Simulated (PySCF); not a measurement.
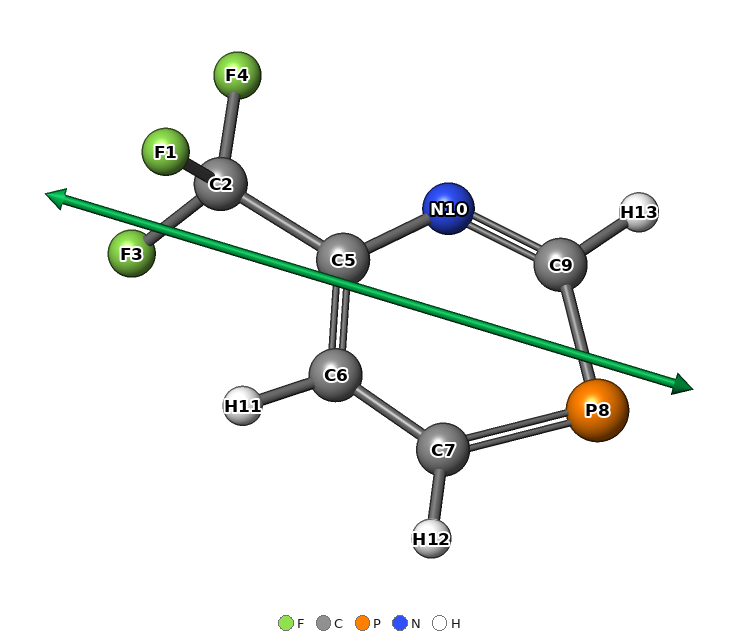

The double arrow shows the direction of the transition dipole to excited singlet state 3 (its length means nothing). Computed geometry: GFN2-xTB optimisation. No frequency run is at hand to confirm it as a minimum. Properties computed with TDDFT PBE0/def2-SVPD, vertical, gas phase, core orbitals frozen in the response (PySCF 2.14.0).

### Give its energy, strength and character.

4.93 eV (251 nm), oscillator strength 0.077, of mixed character, with the largest part HOMO−1 → LUMO+1 (weight 0.39); transition dipole 2.03 D.

The geometry is semi-empirical. Around P such bond lengths and angles can be off by a tenth of an ångström or more and by several degrees, and values that hang on the shape move with them.
